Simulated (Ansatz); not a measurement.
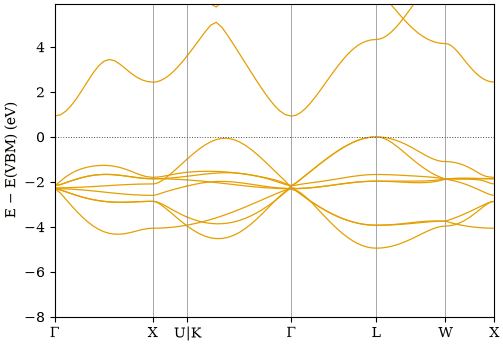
Band structure from DFT-PBE in the program Ansatz with PAW potentials

Task: Read off the gap and where the band edges lie.

Result: About 0.9 eV (0.92 eV by a search for the band edges); maximum at L, minimum at Γ.

Task: Pick the material that matches.
A) YN, rock salt
B) Mg2Ge, anti-fluorite
C) AgCl, rock salt

Result: C, AgCl, rock salt

Space group Fm-3m (rock salt). The PBE relaxation kept the symmetry of its start. The run is not spin-polarised. Scalar-relativistic: spin–orbit coupling is off unless named, which matters more the heavier the elements.

Potentials: the later of the program's two PAW sets.
